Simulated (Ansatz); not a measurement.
**Geometry relaxation of SiN₂H₈O (part 1 of 2)**

- system: SiN₂H₈O
- method: RKS PBE/6-31G* (Ansatz 0.2.0)

The input holds or restrains some coordinates. It belongs to a series of runs on one base structure; here: pulled along the bonds that form and break, towards end B. Figures and captions count atoms from 1; the log counts them from 0 in places.

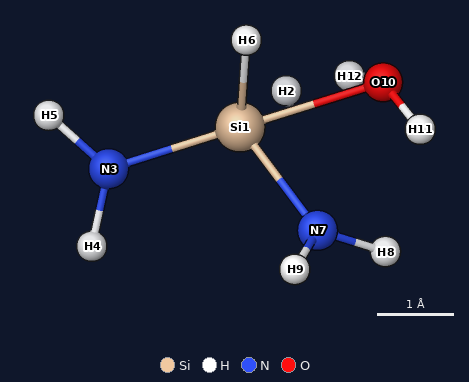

Fig. 1: The structure as given in the input (ball-and-stick view, seen at a tilt; atoms are numbered from 1 in the order of the input).

**Summary**

- outcome: converged under the restraints of the input
- total energy: −13025.5733 eV
- mean-field energy: −13025.5733 eV
- largest force (length of the vector) at the end, held atoms and coordinates included: 1.510 eV/Å
- hardware: 1 thread of Arm Neoverse V2, 24 GiB of memory available, shared host
- wall time: 69 s
- peak memory: 0.12 GiB

**Input file**
```yaml
crystal:
  periodic: [false, false, false]
  atoms:
    - { symbol: Si, position_ang: [0.0, 0.0, 0.0] }
    - { symbol: H, position_ang: [0.0, 0.0, 1.81] }
    - { symbol: "N", position_ang: [1.7163, 0.0, -0.6061] }
    - { symbol: H, position_ang: [2.2145, -0.918, -0.7868] }
    - { symbol: H, position_ang: [2.2175, 0.918, -0.7783] }
    - { symbol: H, position_ang: [-0.6877, 1.1914, -0.4862] }
    - { symbol: "N", position_ang: [-0.8572, -1.4851, -0.6061] }
    - { symbol: H, position_ang: [-1.3922, -2.1014, 0.0704] }
    - { symbol: H, position_ang: [-0.8219, -1.7344, -1.6357] }
    - { symbol: O, position_ang: [-1.879, 0.0, 0.6243] }
    - { symbol: H, position_ang: [-2.4241, -0.6297, 0.053] }
    - { symbol: H, position_ang: [-0.9605, 0.0, 1.7351] }
basis:
  gaussian: { orbitals: "6-31G*" }
hamiltonian:
  xc: pbe
relax:
  f_tol: 0.15
  max_steps: 25
  restrain:
    - { distance: [0, 9], at: 1.68, k: 30.0 }
    - { distance: [11, 1], at: 0.66, k: 30.0 }
    - { distance: [0, 1], at: 2.66, k: 30.0 }
    - { distance: [11, 9], at: 2.21, k: 30.0 }
output:
  orbitals: {}
```

Launch command:
```bash
ansatz run input.yaml --threads 1 --pin off --max-ram 2048MiB --backend cpu --events-out ev --progress --plain --runs-dir out
```

**Output**
```
The last accepted step is kept in [file] (removed where the run ends without a failure and the disk answers)
Engine: ansatz 0.2.0, aarch64-unknown-linux-gnu
Functional definition: PBE
  parameter kappa = 0.804
  parameter beta = 0.06672455060314922
  exchange = pbe_x(kappa = kappa, mu = beta*pi^2/3)
  correlation = pbe_c(beta = beta)
1069 factors; their error is unknown
mean field evaluation 1: about -13002.5942 eV, gradient 9.7e1 eV
mean field evaluation 2: about -12883.4179 eV, gradient 2.2e2 eV
mean field evaluation 4: about -13019.6641 eV, gradient 2.4e1 eV
mean field evaluation 8: about -13020.9878 eV, gradient 2.9e-1 eV
mean field evaluation 16: about -13020.9181 eV, gradient 7.1e-4 eV
mean field -13020.91805127 eV, -478.5099124889 hartree, gradient 7.8e-5 eV, S^2 0.000000; 0 other end points of the search recorded, 0 dependent functions left out
the calculation of the forces begins
reference -13020.91808241 eV, -478.5099136334 hartree; 22, 22 occupied and 58, 58 virtual orbitals, 1069 factors
relax step   1: F+E_penalty+E_count = -13020.91805127 eV  Δ(F+E_penalty+E_count) = +0.000e0 eV  max|allowed force component| = 2.622e0 eV/Å  E_restraint = 22.43050891 eV  max|allowed force component, restraints' pulls added| = 2.463e1 eV/Å  Δτ_max = 0.0000 Å  (29 SCF iters, accepted)
  distance Si 0 - O 9 = 1.9800 Å
  distance H 11 - H 1 = 0.9634 Å
  distance Si 0 - H 1 = 1.8100 Å
  distance H 11 - O 9 = 1.4414 Å
these checks for a lower state are left out or cut short: starts, cluster_reference, orbital_swaps, neighbouring_geometries, increment
1069 factors; their error is unknown
mean field -13021.36312441 eV, -478.5262686253 hartree, gradient 1.3e-5 eV, S^2 0.000000; 0 other end points of the search recorded, 0 dependent functions left out
[... from here on the field's lines of each further geometry are left out, up to the last ...]
relax step   2: F+E_penalty+E_count = -13021.36312441 eV  Δ(F+E_penalty+E_count) = -4.451e-1 eV  max|allowed force component| = 2.302e0 eV/Å  E_restraint = 8.84693644 eV  max|allowed force component, restraints' pulls added| = 1.479e1 eV/Å  Δτ_max = 0.1949 Å  (35 SCF iters, accepted)
relax step   3: F+E_penalty+E_count = -13021.87083843 eV  Δ(F+E_penalty+E_count) = -5.077e-1 eV  max|allowed force component| = 2.941e0 eV/Å  E_restraint = 1.80212268 eV  max|allowed force component, restraints' pulls added| = 7.288e0 eV/Å  Δτ_max = 0.1947 Å  (36 SCF iters, accepted)
relax step   4: F+E_penalty+E_count = -13023.35636081 eV  Δ(F+E_penalty+E_count) = -1.486e0 eV  max|allowed force component| = 2.261e0 eV/Å  E_restraint = 0.09992589 eV  max|allowed force component, restraints' pulls added| = 1.364e0 eV/Å  Δτ_max = 0.1947 Å  (35 SCF iters, accepted)
relax step   5: F+E_penalty+E_count = -13024.09745479 eV  Δ(F+E_penalty+E_count) = -7.411e-1 eV  max|allowed force component| = 1.698e0 eV/Å  E_restraint = 0.07583186 eV  max|allowed force component, restraints' pulls added| = 7.579e-1 eV/Å  Δτ_max = 0.1949 Å  (30 SCF iters, accepted)
relax step   6: F+E_penalty+E_count = -13024.52200476 eV  Δ(F+E_penalty+E_count) = -4.245e-1 eV  max|allowed force component| = 1.036e0 eV/Å  E_restraint = 0.09680464 eV  max|allowed force component, restraints' pulls added| = 1.774e0 eV/Å  Δτ_max = 0.1948 Å  (29 SCF iters, accepted)
relax step   7: F+E_penalty+E_count = -13024.87607470 eV  Δ(F+E_penalty+E_count) = -3.541e-1 eV  max|allowed force component| = 8.562e-1 eV/Å  E_restraint = 0.09063560 eV  max|allowed force component, restraints' pulls added| = 1.514e0 eV/Å  Δτ_max = 0.1950 Å  (27 SCF iters, accepted)
relax step   8: F+E_penalty+E_count = -13025.12460812 eV  Δ(F+E_penalty+E_count) = -2.485e-1 eV  max|allowed force component| = 1.261e0 eV/Å  E_restraint = 0.06637900 eV  max|allowed force component, restraints' pulls added| = 9.706e-1 eV/Å  Δτ_max = 0.1979 Å  (27 SCF iters, accepted)
relax step   9: F+E_penalty+E_count = -13025.33962185 eV  Δ(F+E_penalty+E_count) = -2.150e-1 eV  max|allowed force component| = 1.561e0 eV/Å  E_restraint = 0.05175639 eV  max|allowed force component, restraints' pulls added| = 5.961e-1 eV/Å  Δτ_max = 0.1950 Å  (28 SCF iters, accepted)
relax step  10: F+E_penalty+E_count = -13025.43595371 eV  Δ(F+E_penalty+E_count) = -9.633e-2 eV  max|allowed force component| = 1.497e0 eV/Å  E_restraint = 0.05090868 eV  max|allowed force component, restraints' pulls added| = 6.101e-1 eV/Å  Δτ_max = 0.2000 Å  (27 SCF iters, accepted)
relax step  11: F+E_penalty+E_count = -13025.50156037 eV  Δ(F+E_penalty+E_count) = -6.561e-2 eV  max|allowed force component| = 1.348e0 eV/Å  E_restraint = 0.05426803 eV  max|allowed force component, restraints' pulls added| = 8.079e-1 eV/Å  Δτ_max = 0.1927 Å  (27 SCF iters, accepted)
relax step  12: F+E_penalty+E_count = -13025.54057620 eV  Δ(F+E_penalty+E_count) = -3.902e-2 eV  max|allowed force component| = 1.519e0 eV/Å  E_restraint = 0.04762889 eV  max|allowed force component, restraints' pulls added| = 2.805e-1 eV/Å  Δτ_max = 0.2000 Å  (27 SCF iters, accepted)
relax step  13: F+E_penalty+E_count = -13025.54183333 eV  Δ(F+E_penalty+E_count) = -1.257e-3 eV  max|allowed force component| = 1.442e0 eV/Å  E_restraint = 0.04598653 eV  max|allowed force component, restraints' pulls added| = 1.227e-1 eV/Å  Δτ_max = 0.1327 Å  (27 SCF iters, accepted)
relax step  14: F+E_penalty+E_count = -13025.56770082 eV  Δ(F+E_penalty+E_count) = -2.587e-2 eV  max|allowed force component| = 9.846e-1 eV/Å  E_restraint = 0.21116077 eV  max|allowed force component, restraints' pulls added| = 3.791e0 eV/Å  Δτ_max = 0.1986 Å  (28 SCF iters, rejected (line search))
relax step  15: F+E_penalty+E_count = -13025.57051674 eV  Δ(F+E_penalty+E_count) = -2.868e-2 eV  max|allowed force component| = 8.827e-1 eV/Å  E_restraint = 0.07835316 eV  max|allowed force component, restraints' pulls added| = 1.085e0 eV/Å  Δτ_max = 0.0969 Å  (27 SCF iters, rejected (line search))
relax step  16: F+E_penalty+E_count = -13025.55335100 eV  Δ(F+E_penalty+E_count) = -1.152e-2 eV  max|allowed force component| = 1.365e0 eV/Å  E_restraint = 0.05127558 eV  max|allowed force component, restraints' pulls added| = 1.851e-1 eV/Å  Δτ_max = 0.0474 Å  (27 SCF iters, accepted)
relax step  17: F+E_penalty+E_count = -13025.55706698 eV  Δ(F+E_penalty+E_count) = -3.716e-3 eV  max|allowed force component| = 1.424e0 eV/Å  E_restraint = 0.04924342 eV  max|allowed force component, restraints' pulls added| = 9.296e-2 eV/Å  Δτ_max = 0.1000 Å  (28 SCF iters, accepted)
relax step  18: F+E_penalty+E_count = -13025.57296693 eV  Δ(F+E_penalty+E_count) = -1.590e-2 eV  max|allowed force component| = 1.356e0 eV/Å  E_restraint = 0.06370498 eV  max|allowed force component, restraints' pulls added| = 4.255e-1 eV/Å  Δτ_max = 0.1463 Å  (29 SCF iters, accepted)
relax step  19: F+E_penalty+E_count = -13025.55752473 eV  Δ(F+E_penalty+E_count) = +1.544e-2 eV  max|allowed force component| = 1.487e0 eV/Å  E_restraint = 0.04777124 eV  max|allowed force component, restraints' pulls added| = 4.174e-1 eV/Å  Δτ_max = 0.2000 Å  (29 SCF iters, accepted)
relax step  20: F+E_penalty+E_count = -13025.57066492 eV  Δ(F+E_penalty+E_count) = -1.314e-2 eV  max|allowed force component| = 1.487e0 eV/Å  E_restraint = 0.04758070 eV  max|allowed force component, restraints' pulls added| = 6.204e-2 eV/Å  Δτ_max = 0.1032 Å  (29 SCF iters, accepted)
relax step  21: F+E_penalty+E_count = -13025.61535403 eV  Δ(F+E_penalty+E_count) = -4.469e-2 eV  max|allowed force component| = 5.942e-1 eV/Å  E_restraint = 0.15218357 eV  max|allowed force component, restraints' pulls added| = 1.631e0 eV/Å  Δτ_max = 0.1951 Å  (29 SCF iters, rejected (line search))
relax step  22: F+E_penalty+E_count = -13025.58938868 eV  Δ(F+E_penalty+E_count) = -1.872e-2 eV  max|allowed force component| = 7.853e-1 eV/Å  E_restraint = 0.08567951 eV  max|allowed force component, restraints' pulls added| = 1.134e0 eV/Å  Δτ_max = 0.0934 Å  (30 SCF iters, rejected (line search))
relax step  23: F+E_penalty+E_count = -13025.57668306 eV  Δ(F+E_penalty+E_count) = -6.018e-3 eV  max|allowed force component| = 1.325e0 eV/Å  E_restraint = 0.05379784 eV  max|allowed force component, restraints' pulls added| = 2.951e-1 eV/Å  Δτ_max = 0.0449 Å  (30 SCF iters, rejected (line search))
the calculation of the forces begins
reference -13025.57332368 eV, -478.6809905944 hartree; 22, 22 occupied and 58, 58 virtual orbitals, 1069 factors
relax step  24: F+E_penalty+E_count = -13025.57329137 eV  Δ(F+E_penalty+E_count) = -2.626e-3 eV  max|allowed force component| = 1.451e0 eV/Å  E_restraint = 0.04904244 eV  max|allowed force component, restraints' pulls added| = 7.046e-2 eV/Å  Δτ_max = 0.0220 Å  (30 SCF iters, accepted)
  distance Si 0 - O 9 = 1.6811 Å
  distance H 11 - H 1 = 0.7132 Å
  distance Si 0 - H 1 = 2.6763 Å
  distance H 11 - O 9 = 2.2232 Å
1069 factors; their error is unknown
mean field evaluation 192: about -13025.6327 eV, gradient 4.3e-1 eV
```

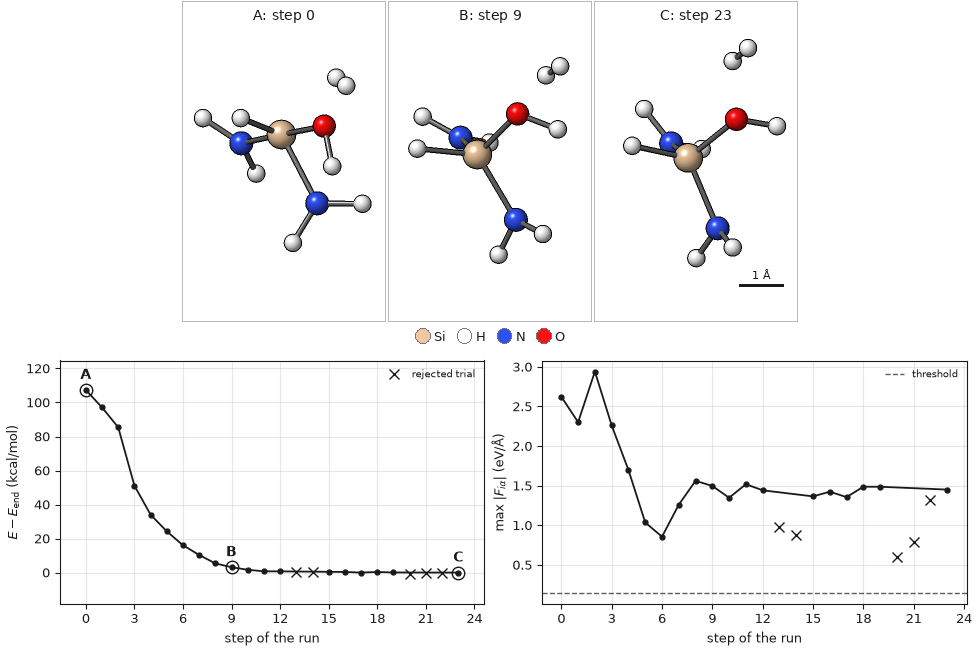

Fig. 2: Frames of the restrained relaxation (ball-and-stick view, seen at a tilt) above the curves, on which the letters mark them (the first geometry is step 0 here and step 1 in the log).

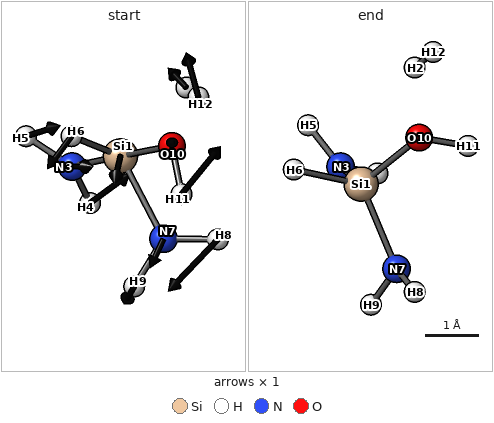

Fig. 3: Before (left) and after (right) the restrained relaxation, at one scale (ball-and-stick view, seen at a tilt). The black arrows give the displacements, at true length. After 23 geometry steps the energy has fallen by 107.4 kcal/mol. The largest force component goes from 2.6 to 1.5 eV/Å. The line search rejected the trial steps at points 13, 14, 20, 21, 22 (counted from 0) and went back. H8 moves most after the best rigid fit: 1.52 Å. Largest moves by element: H 1.52 Å, Si 0.78 Å, N 0.63 Å, O 0.28 Å. Among the contacts that change: Si1–O10 1.980 → 1.681 Å, H2–H12 0.963 → 0.713 Å, Si1–N3 1.820 → 1.737 Å, N3–H4 1.060 → 1.021 Å. New bonds form: H2–H12 (0.96 → 0.71 Å). Among the angles that change: N3–Si1–O10 178.9° → 124.7°, N7–Si1–O10 70.0° → 105.1°, H6–Si1–O10 70.0° → 101.1°. (Atoms are counted from 1 in the order of the input.)

```
mean field -13025.57329137 eV, -478.6809894073 hartree, gradient 1.6e-5 eV, S^2 0.000000; 1 other end points of the search recorded, 0 dependent functions left out
the calculation of the forces begins
reference -13025.57332368 eV, -478.6809905944 hartree; 22, 22 occupied and 58, 58 virtual orbitals, 1069 factors
Total energy: -13025.57332368 eV, -478.6809905944 hartree
Atom 0 at    -0.531810    -0.114958    -0.545509 Å, force    -0.150968    -0.104961    -0.457204 eV/Å
Atom 1 at     0.415043     0.389806     1.906281 Å, force     1.450949    -0.233186    -0.313044 eV/Å
Atom 2 at     1.186604    -0.173900    -0.297749 Å, force     0.004974    -0.006189    -0.007556 eV/Å
Atom 3 at     1.612468    -0.951523     0.208045 Å, force    -0.014232    -0.002882     0.003824 eV/Å
Atom 4 at     1.690392     0.694898    -0.120253 Å, force     0.006001     0.011979    -0.002434 eV/Å
Atom 5 at    -0.742651     1.137580    -1.338492 Å, force     0.003367     0.000902     0.003321 eV/Å
Atom 6 at    -0.858209    -1.687052    -1.219333 Å, force     0.002154     0.015802     0.013574 eV/Å
Atom 7 at    -1.823161    -1.933454    -1.440725 Å, force    -0.002097    -0.006192    -0.007818 eV/Å
Atom 8 at    -0.221184    -2.033310    -1.937611 Å, force    -0.003031    -0.002982    -0.008304 eV/Å
Atom 9 at    -1.669092     0.081579     0.676794 Å, force    -0.285661    -0.099530    -0.253445 eV/Å
Atom 10 at    -1.750299    -0.714114     1.238756 Å, force    -0.009782     0.003498    -0.018266 eV/Å
Atom 11 at    -0.182401     0.545250     2.263396 Å, force    -1.001673     0.423741     1.047352 eV/Å
Dipole moment:     0.196242    -0.373091     0.007985 e Å
```

**Trajectory as extended XYZ (Å, eV, eV/Å), 24 frames, from step=1 to step=24**
```
12
Properties=species:S:1:pos:R:3:forces:R:3 step=1 energy=-13020.91805
Si    0.0000    0.0000    0.0000   -1.7558  -1.4964  -1.6659
H     0.0000    0.0000    1.8100   -0.0418   0.1278  -0.1605
N     1.7163    0.0000   -0.6061   -0.9495  -0.2134   0.3563
H     2.2145   -0.9180   -0.7868   -0.3468   1.6134   0.4140
H     2.2175    0.9180   -0.7783   -0.4831  -1.6190   0.2042
H    -0.6877    1.1914   -0.4862    1.3808   1.3285  -0.5415
N    -0.8572   -1.4851   -0.6061    1.7187  -1.2154  -1.9480
H    -1.3922   -2.1014    0.0704    0.9969   0.7432  -1.4019
H    -0.8219   -1.7344   -1.6357    0.3274  -0.6540   1.5935
O    -1.8790    0.0000    0.6243   -1.1766   1.0814   2.6223
H    -2.4241   -0.6297    0.0530    0.7876   0.7616   1.1943
H    -0.9605    0.0000    1.7351   -0.4577  -0.4577  -0.6668
12
Properties=species:S:1:pos:R:3:forces:R:3 step=2 energy=-13021.36312
Si   -0.0795   -0.0054   -0.1519   -1.5643  -1.8298  -0.7330
H    -0.0369    0.0017    2.0014    0.2805   0.0898   0.3636
N     1.6971   -0.0025   -0.6044   -1.4552  -0.2064   0.3148
H     2.2098   -0.9023   -0.7808   -0.3239   1.2123   0.4013
H     2.2100    0.9007   -0.7750   -0.4945  -1.2761   0.2274
H    -0.6804    1.2250   -0.5062    0.9418   2.1222  -0.8628
N    -0.8466   -1.5146   -0.6352    2.0794  -1.3147  -1.5942
H    -1.3820   -2.0961    0.0545    0.7159   0.6776  -1.2236
H    -0.8188   -1.7544   -1.6346    0.1878  -1.1122   0.4784
O    -1.8937    0.0299    0.5209   -0.6414   1.2941   2.3019
H    -2.4306   -0.6371    0.0497    0.1394   0.3956   0.2523
H    -0.8228   -0.0043    1.8551    0.1346  -0.0524   0.0738
12
Properties=species:S:1:pos:R:3:forces:R:3 step=3 energy=-13021.87084
Si   -0.1824   -0.0223   -0.2799   -0.3957  -0.5048   0.1275
H    -0.0282    0.0041    2.1600    2.9408   0.0592   1.0624
N     1.6574   -0.0068   -0.5974   -1.7766  -0.2317   0.1453
H     2.1990   -0.8838   -0.7703   -0.4205   0.8812   0.3751
H     2.1937    0.8792   -0.7679   -0.6642  -1.0139   0.2618
H    -0.6694    1.2742   -0.5283    0.9054   2.2792  -0.9385
N    -0.8106   -1.5564   -0.6650    1.7928  -2.0400  -0.9931
H    -1.3724   -2.0849    0.0319    0.4641   0.4405  -1.1280
H    -0.8147   -1.7849   -1.6424    0.0677  -1.3950  -0.4847
O    -1.9042    0.0674    0.4052    0.0157   2.0168   2.1346
H    -2.4379   -0.6369    0.0380   -0.3759  -0.4449  -0.0906
H    -0.7045   -0.0082    2.0097   -2.5535  -0.0466  -0.4717
12
Properties=species:S:1:pos:R:3:forces:R:3 step=4 energy=-13023.35636
Si   -0.3009   -0.0131   -0.3490    0.4646   0.9087  -0.5228
H     0.0529    0.0079    2.3018    2.2606   0.0605   0.7365
N     1.5240   -0.0205   -0.5920   -1.3094  -0.1774   0.1016
H     2.1119   -0.8639   -0.7165   -0.5295   0.3090   0.3569
H     2.0927    0.8349   -0.7342   -0.6466  -0.3691   0.2204
H    -0.5903    1.4163   -0.6353    1.0312   0.5504  -0.6526
N    -0.7123   -1.6500   -0.7281    0.9839  -0.4674  -0.0206
H    -1.3562   -2.1036   -0.0680    0.1086  -0.0586  -0.8190
H    -0.7447   -1.8995   -1.7006   -0.0157  -0.9259  -0.4099
O    -1.8893    0.1722    0.3597   -0.5637  -0.2922   0.8144
H    -2.4297   -0.6137    0.0946    0.2459   0.5433   0.5385
H    -0.6325   -0.0263    2.1612   -2.0299  -0.0814  -0.3433
12
Properties=species:S:1:pos:R:3:forces:R:3 step=5 energy=-13024.09745
Si   -0.3498    0.0269   -0.3758   -0.0040   0.2150  -1.0037
H     0.1074   -0.0014    2.2771    1.6980   0.0128   0.4290
N     1.3925   -0.0239   -0.5816    0.1755  -0.1674   0.1583
H     1.9866   -0.8651   -0.6305   -0.4916   0.1207   0.3234
H     1.9768    0.8155   -0.6859   -0.4226  -0.0364   0.1311
H    -0.4586    1.4866   -0.7607    0.2340  -0.0714  -0.3384
N    -0.6512   -1.6740   -0.7725    0.4042   0.3945  -0.0026
H    -1.3423   -2.1231   -0.1664   -0.0525  -0.2031  -0.5813
H    -0.6555   -1.9747   -1.7411    0.0475  -0.4627  -0.0581
O    -1.8620    0.1901    0.4159   -0.2425   0.0400   0.6317
H    -2.4152   -0.5883    0.1939    0.0971   0.1895   0.3404
H    -0.6030   -0.0277    2.2211   -1.4431  -0.0316  -0.0297
12
Properties=species:S:1:pos:R:3:forces:R:3 step=6 energy=-13024.52201
Si   -0.4009    0.0424   -0.4227   -0.1475  -0.0851  -1.0360
H     0.1862   -0.0294    2.1865    0.8024  -0.0684   0.2749
N     1.3186   -0.0284   -0.5504    0.7962  -0.2705   0.3677
H     1.9065   -0.8717   -0.4531   -0.4966   0.2747   0.1764
H     1.8993    0.8101   -0.6265   -0.1878   0.0670   0.0755
H    -0.4511    1.4818   -0.9130   -0.1514  -0.2702  -0.3094
N    -0.6413   -1.6726   -0.8438   -0.2964   0.3415  -0.1105
H    -1.3998   -2.1442   -0.3362    0.0704  -0.0670  -0.5295
H    -0.5320   -2.0290   -1.7992    0.0784  -0.0143   0.3136
O    -1.8240    0.2223    0.4975   -0.0574  -0.0681   0.3015
H    -2.3954   -0.5620    0.3704    0.0609   0.1212   0.2943
H    -0.5405    0.0215    2.2841   -0.4711   0.0392   0.1817
12
Properties=species:S:1:pos:R:3:forces:R:3 step=7 energy=-13024.87608
Si   -0.4436    0.0424   -0.4677    0.2013  -0.1363  -0.8562
H     0.2699   -0.0391    2.1080    0.8440  -0.0830   0.2036
N     1.2905   -0.0286   -0.4791   -0.0729   0.4105   0.2442
H     1.8457   -0.8542   -0.2822   -0.0263  -0.2492   0.2407
H     1.8633    0.8140   -0.5477   -0.0885   0.0253   0.0643
H    -0.5061    1.4303   -1.0928   -0.2221  -0.3966  -0.2202
N    -0.6779   -1.6578   -0.8971   -0.3216   0.2754  -0.1619
H    -1.4886   -2.1428   -0.5071   -0.0706  -0.0262  -0.3194
H    -0.4309   -2.0440   -1.8111    0.1234   0.0644   0.1669
O    -1.7919    0.2493    0.5478   -0.1093  -0.2009   0.0658
H    -2.3661   -0.5481    0.5345    0.2344   0.2719   0.2649
H    -0.4385    0.0194    2.2881   -0.4919   0.0446   0.3072
```
